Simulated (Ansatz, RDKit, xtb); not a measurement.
# Isomers of C4H6B2O, a sample narrowed down, part 2 of 2

Which of a sample of isomers of C4H6B2O is the most stable in the gas at 298.15 K, and what are its properties? The sample is small against all isomers, and the most stable one of this formula need not be in it.

xtb, Ansatz and PySCF; isolated molecules. The steps go on from the part before.

### Step 7. Vibrations and thermal terms

The lowest few in one piece go on as finalists. In this search the thermal terms come from GFN2-xTB at its own nearest minimum. The first, c195a:

File start.xyz:

```xyz
13
c195a
C     -0.091536     1.217216     0.020000
C      0.786771     0.555661     0.869314
C     -1.131572     0.519821     1.930386
C     -1.329183     1.178473     0.735336
B      0.255135     1.817521    -1.341296
B     -2.060164     0.179663     3.079682
O      0.207188     0.146572     1.974214
H      1.385604     1.735284    -1.763239
H     -0.589700     2.374401    -2.001654
H      1.848376     0.331616     0.762346
H     -1.656356    -0.417071     4.046475
H     -3.214076     0.523550     2.998079
H     -2.279857     1.595203     0.405534
```

On the command line:

```bash
$ xtb start.xyz --gfn 2 --ohess tight
```

The program printed, cut to the lines that bear on the results:

```text
* xtb version 6.7.1
[...]
          :  # basis functions                  34          :
[...]
          :  # electrons                        34          :
[...]
          :  Hamiltonian                  GFN2-xTB          :
[...]
          :  net charge                          0          :
          :  unpaired electrons                  0          :
[...]
   *** convergence criteria satisfied after 14 iterations ***
[...]
   *** GEOMETRY OPTIMIZATION CONVERGED AFTER 8 ITERATIONS ***
[...]
   *** convergence criteria satisfied after 3 iterations ***
[...]
         ::                     SUMMARY                     ::
         :::::::::::::::::::::::::::::::::::::::::::::::::::::
         :: total energy             -18.129491326369 Eh    ::
         :: gradient norm              0.000228609360 Eh/a0 ::
         :: HOMO-LUMO gap              3.414992027742 eV    ::
         ::.................................................::
         :: SCC energy               -18.372294929722 Eh    ::
         :: -> isotropic ES            0.043023013258 Eh    ::
         :: -> anisotropic ES          0.008798231213 Eh    ::
         :: -> anisotropic XC          0.002003427541 Eh    ::
         :: -> dispersion             -0.008365031020 Eh    ::
         :: repulsion energy           0.242803603353 Eh    ::
         :: add. restraining           0.000000000000 Eh    ::
         :: total charge               0.000000000000 e     ::
         :::::::::::::::::::::::::::::::::::::::::::::::::::::
[...]
        17        2.0000           -0.4051947             -11.0259 (HOMO)
        18                         -0.2796961              -7.6109 (LUMO)
[...]
molecular dipole:
                 x           y           z       tot (Debye)
 q only:        0.050       0.050      -0.125
   full:        0.204       0.016      -0.136       0.624
molecular quadrupole (traceless):
[...]
          | TOTAL ENERGY              -18.129491326367 Eh   |
          | TOTAL ENTHALPY            -18.032019979610 Eh   |
          | TOTAL FREE ENERGY         -18.070509974112 Eh   |
          | GRADIENT NORM               0.000228535291 Eh/α |
[...]
```

Run time: 0.2 s. Hardware: 2 threads of Arm Neoverse V2, shared host.

### Step 8. Thermal terms of the finalists

As xtb prints them, at 298.15 K, with its own treatment of low modes:

```
label       SMILES     spin  lowest mode (cm⁻¹)  zero-point (kcal/mol)  G − E (kcal/mol)
c195a  Bc1coc(B)c1  singlet                 134                   56.1              37.0
c319a  Bc1ccc(B)o1  singlet                 143                   56.2              37.5
c901a    Bc1ccoc1B  singlet                 138                   56.0              36.8
c839a    Bc1cocc1B  singlet                 133                   56.0              37.1
```

### Step 9. The final energy

Single points at CCSD(T)/def2-SVP + MP2/def2-TZVPP - MP2/def2-SVP on the refined geometries decide the order.

c195a, CCSD(T)/def2-SVP:

File input.yaml:

```yaml
crystal:
  periodic: [false, false, false]
  atoms:
    - symbol: C
      position_ang: [-0.091536, 1.217216, 0.020000]
    - symbol: C
      position_ang: [0.786771, 0.555661, 0.869314]
    - symbol: C
      position_ang: [-1.131572, 0.519821, 1.930386]
    - symbol: C
      position_ang: [-1.329183, 1.178473, 0.735336]
    - symbol: B
      position_ang: [0.255135, 1.817521, -1.341296]
    - symbol: B
      position_ang: [-2.060164, 0.179663, 3.079682]
    - symbol: O
      position_ang: [0.207188, 0.146572, 1.974214]
    - symbol: H
      position_ang: [1.385604, 1.735284, -1.763239]
    - symbol: H
      position_ang: [-0.589700, 2.374401, -2.001654]
    - symbol: H
      position_ang: [1.848376, 0.331616, 0.762346]
    - symbol: H
      position_ang: [-1.656356, -0.417071, 4.046475]
    - symbol: H
      position_ang: [-3.214076, 0.523550, 2.998079]
    - symbol: H
      position_ang: [-2.279857, 1.595203, 0.405534]
basis:
  gaussian:
    orbitals: def2-SVP
correlation:
  method: ccsd_t
  frozen_orbitals: {H: 0, C: 1, B: 1, O: 1}
```

On the command line:

```bash
$ ansatz run input.yaml --threads 2 --pin off --max-ram 5220MiB --events-out events.jsonl --progress --plain --runs-dir runs
```

The program printed, cut to the lines that bear on the results:

```text
Warning: RAYON_NUM_THREADS=2 ignored (pool sized by the plan → 2); use --threads N
Functional definition: HF
  name "HF"
[...]
1314 factors; integrals over basis functions are off by at most 1.2e-3 eV
[...]
mean field -7590.47653796 eV, -278.9448677604 hartree, gradient 1.7e-6 eV, S^2 0.000000; 0 other end points of the search recorded, 0 dependent functions left out
7 core orbitals not correlated: weight in the atoms' cores, before any rotation towards them, 1.000 or more for the frozen orbitals, at most 0.000 for the correlated occupied ones
reference -7590.47653796 eV, -278.9448677604 hartree; 17, 17 occupied and 104, 104 virtual orbitals, 1314 factors
second order -23.32979709 eV of doubles, -0.00000000 eV of singles
cycle   1  -23.79024277 eV  change   -4.6e-1 eV  update   1.3e-1
[...]
cycle  10  -24.67682441 eV  change    7.1e-9 eV  update   2.6e-5
perturbative correction -0.99025387 eV, -0.0363911586 hartree
Total energy: -7616.14361625 eV, -279.8881154895 hartree
```

Wall time 32 s (2 threads of Arm Neoverse V2, shared host); peak memory 0.87 GiB.

### Step 10. c195a at MP2/def2-TZVPP

File input.yaml:

```yaml
crystal:
  periodic: [false, false, false]
  atoms:
    - {symbol: C, position_ang: [-0.091536, 1.217216, 0.020000]}
    - {symbol: C, position_ang: [0.786771, 0.555661, 0.869314]}
    - {symbol: C, position_ang: [-1.131572, 0.519821, 1.930386]}
    - {symbol: C, position_ang: [-1.329183, 1.178473, 0.735336]}
    - {symbol: B, position_ang: [0.255135, 1.817521, -1.341296]}
    - {symbol: B, position_ang: [-2.060164, 0.179663, 3.079682]}
    - {symbol: O, position_ang: [0.207188, 0.146572, 1.974214]}
    - {symbol: H, position_ang: [1.385604, 1.735284, -1.763239]}
    - {symbol: H, position_ang: [-0.589700, 2.374401, -2.001654]}
    - {symbol: H, position_ang: [1.848376, 0.331616, 0.762346]}
    - {symbol: H, position_ang: [-1.656356, -0.417071, 4.046475]}
    - {symbol: H, position_ang: [-3.214076, 0.523550, 2.998079]}
    - {symbol: H, position_ang: [-2.279857, 1.595203, 0.405534]}
basis:
  gaussian:
    orbitals: def2-TZVPP
correlation:
  method: mp2
  frozen_orbitals: {H: 0, C: 1, B: 1, O: 1}
```

On the command line:

```bash
$ ansatz run input.yaml --threads 2 --pin off --max-ram 5220MiB --events-out events.jsonl --progress --plain --runs-dir runs
```

The program printed:

```text
Warning: RAYON_NUM_THREADS=2 ignored (pool sized by the plan → 2); use --threads N
[... 2 set-up lines as earlier in the session ...]
  exchange = exact_x
  correlation = 0
1833 factors; integrals over basis functions are off by at most 1.0e-3 eV
mean field evaluation 1: about -7594.7969 eV, gradient 3.5e1 eV
mean field evaluation 2: about -7595.1736 eV, gradient 3.5e1 eV
mean field evaluation 4: about -7598.9185 eV, gradient 5.4e0 eV
mean field evaluation 8: about -7599.0051 eV, gradient 3.5e-1 eV
mean field -7599.00565067 eV, -279.2583068710 hartree, gradient 1.8e-6 eV, S^2 0.000000; 0 other end points of the search recorded, 0 dependent functions left out
7 core orbitals not correlated: weight in the atoms' cores, before any rotation towards them, 1.000 or more for the frozen orbitals, at most 0.000 for the correlated occupied ones
reference -7599.00565067 eV, -279.2583068710 hartree; 17, 17 occupied and 277, 277 virtual orbitals, 1833 factors
second order -28.58409337 eV of doubles, -0.00000000 eV of singles
Total energy: -7627.58974404 eV, -280.3087529274 hartree
```

Run time: 16 s. Hardware: 2 threads of Arm Neoverse V2, shared host; peak memory 0.91 GiB.

### Step 11. c319a at CCSD(T)/def2-SVP

File input.yaml:

```yaml
crystal:
  periodic: [false, false, false]
  atoms:
    - symbol: C
      position_ang: [-0.035428, 1.733375, 0.431714]
    - symbol: C
      position_ang: [0.608450, 1.195761, 1.542521]
    - symbol: C
      position_ang: [-0.223840, 0.182657, 2.043503]
    - symbol: C
      position_ang: [-1.345427, 0.139052, 1.220312]
    - symbol: B
      position_ang: [0.372678, 2.854815, -0.522552]
    - symbol: B
      position_ang: [-2.588547, -0.748561, 1.260232]
    - symbol: O
      position_ang: [-1.208579, 1.081237, 0.258472]
    - symbol: H
      position_ang: [-0.344053, 3.169824, -1.438477]
    - symbol: H
      position_ang: [1.426188, 3.412062, -0.334410]
    - symbol: H
      position_ang: [1.574239, 1.522077, 1.924147]
    - symbol: H
      position_ang: [-0.055032, -0.461101, 2.904867]
    - symbol: H
      position_ang: [-2.672984, -1.577178, 2.133198]
    - symbol: H
      position_ang: [-3.459026, -0.619638, 0.437128]
basis:
  gaussian:
    orbitals: def2-SVP
correlation:
  method: ccsd_t
  frozen_orbitals: {H: 0, C: 1, B: 1, O: 1}
```

On the command line:

```bash
$ ansatz run input.yaml --threads 2 --pin off --max-ram 5220MiB --events-out events.jsonl --progress --plain --runs-dir runs
```

The program printed, cut to the lines that bear on the results:

```text
Warning: RAYON_NUM_THREADS=2 ignored (pool sized by the plan → 2); use --threads N
[... 2 set-up lines as earlier in the session ...]
[...]
1314 factors; integrals over basis functions are off by at most 1.2e-3 eV
[...]
mean field -7590.36385668 eV, -278.9407267995 hartree, gradient 4.7e-6 eV, S^2 0.000000; 0 other end points of the search recorded, 0 dependent functions left out; unrestricted orbitals would lower it
7 core orbitals not correlated: weight in the atoms' cores, before any rotation towards them, 1.000 or more for the frozen orbitals, at most 0.000 for the correlated occupied ones
reference -7590.36385668 eV, -278.9407267995 hartree; 17, 17 occupied and 104, 104 virtual orbitals, 1314 factors
second order -23.46036942 eV of doubles, -0.00000000 eV of singles
cycle   1  -23.85588219 eV  change   -4.0e-1 eV  update   1.3e-1
[...]
cycle  10  -24.75391492 eV  change    1.4e-5 eV  update   2.1e-5
perturbative correction -1.00339457 eV, -0.0368740703 hartree
Total energy: -7616.12116617 eV, -279.8872904645 hartree
```

Run time: 31 s. Hardware: 2 threads of Arm Neoverse V2, shared host; peak memory 0.87 GiB.

For c319a, c901a the log finds that unrestricted Hartree-Fock orbitals lie lower, a sign to watch the closed-shell reference there.

### Step 12. Free energies and the winner

Energies in kcal/mol from c195a; G adds the thermal terms to the CCSD(T)/def2-SVP + MP2/def2-TZVPP - MP2/def2-SVP energy. The columns left of the relaxed level are at the tight-binding geometries.

```
label       SMILES     spin  GFN2-xTB  HF/STO-3G  r2SCAN-D4/def2-SVP  PBE0-D3(BJ)/def2-SVP  HF/def2-SVP  MP2/def2-SVP  CCSD(T)/def2-SVP + MP2/def2-TZVPP - MP2/def2-SVP    G  share at equilibrium     T1
c195a  Bc1coc(B)c1  singlet       0.0        0.0                 0.0                   0.0          0.0           0.0                                               0.0  0.0                76.6 %  0.014
c319a  Bc1ccc(B)o1  singlet      -1.9        0.6                -0.5                   0.2          2.6          -0.4                                               0.3  0.7                21.8 %  0.014
c901a    Bc1ccoc1B  singlet       1.5        3.7                 2.8                   3.1          4.8           2.5                                               2.8  2.5                 1.0 %  0.014
c839a    Bc1cocc1B  singlet       3.9        4.3                 4.4                   3.8          3.2           2.8                                               2.8  2.9                 0.6 %  0.013
```

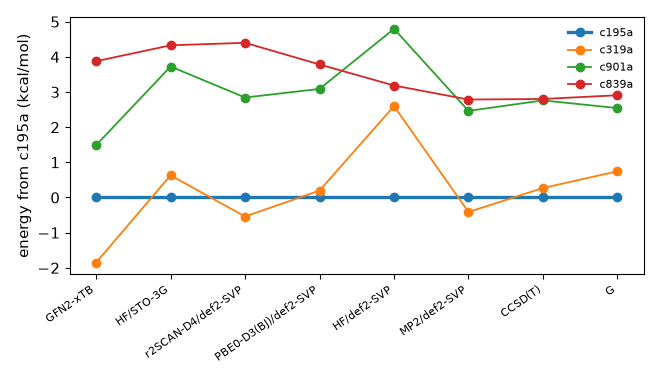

The finalists at each level, measured from c195a.

Lowest found: c195a, `Bc1coc(B)c1`, a singlet. Bond lengths: C1–C2 1.389 Å, C1–C4 1.430 Å, C3–C4 1.379 Å, C1–B5 1.528 Å, C3–B6 1.516 Å, C2–O7 1.313 Å, C3–O7 1.391 Å, B5–H8 1.209 Å, B5–H9 1.208 Å, C2–H10 1.090 Å, B6–H11 1.206 Å, B6–H12 1.207 Å, C4–H13 1.089 Å. Some angles: C1–C2–O7 112.6°, C2–C1–C4 103.2°, C2–C1–B5 126.0°, C4–C1–B5 130.8°, C1–C4–C3 108.8°, C4–C3–B6 132.6°, C4–C3–O7 107.1°, B6–C3–O7 120.4°, C2–O7–C3 108.4°, C1–C2–H10 130.8°.

```xyz
13

C    -0.0915    1.2172    0.0200
C     0.7868    0.5557    0.8693
C    -1.1316    0.5198    1.9304
C    -1.3292    1.1785    0.7353
B     0.2551    1.8175   -1.3413
B    -2.0602    0.1797    3.0797
O     0.2072    0.1466    1.9742
H     1.3856    1.7353   -1.7632
H    -0.5897    2.3744   -2.0017
H     1.8484    0.3316    0.7623
H    -1.6564   -0.4171    4.0465
H    -3.2141    0.5235    2.9981
H    -2.2799    1.5952    0.4055
```

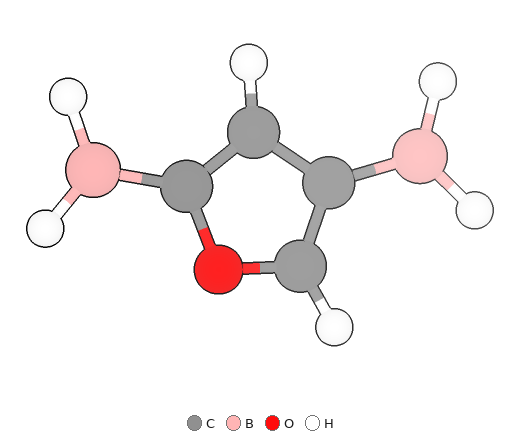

The lowest structure found, seen from a chosen angle (carbon grey, boron pink, oxygen red, hydrogen white).

### Step 13. Results

This closing draws on all 2 parts.

| quantity | value |
| --- | --- |
| lowest structure found | Bc1coc(B)c1, singlet |
| next finalist | Bc1ccc(B)o1, singlet, 0.7 kcal/mol higher in G |
| share at equilibrium, among the finalists | 76.6 % |
| funnel | 4 starts, 4 minima at GFN2-xTB, 7 screening runs, 4 relaxed, 4 ranked |
| CPU time of all runs | 8.9 min |

In words: The lowest structure found is `Bc1coc(B)c1`. Its margin of 0.7 kcal/mol is inside the likely error of CCSD(T)/def2-SVP + MP2/def2-TZVPP - MP2/def2-SVP with harmonic terms (about 1.5 kcal/mol), so the order of the first two is not settled. HF/STO-3G, PBE0-D3(BJ)/def2-SVP and HF/def2-SVP already put its bonding pattern lowest among the structures in one piece; GFN2-xTB, r2SCAN-D4/def2-SVP and MP2/def2-SVP favour the singlet Bc1ccc(B)o1. The largest share of the time went into the final energies (62 %). The search is not exhaustive (a finite list of starts, one conformer a finalist), so a lower isomer can't be ruled out. Patterns outside the rules of the enumeration were met only by chance. The lowest isomer need not be the one that is made and kept in a bottle, which depends on barriers.
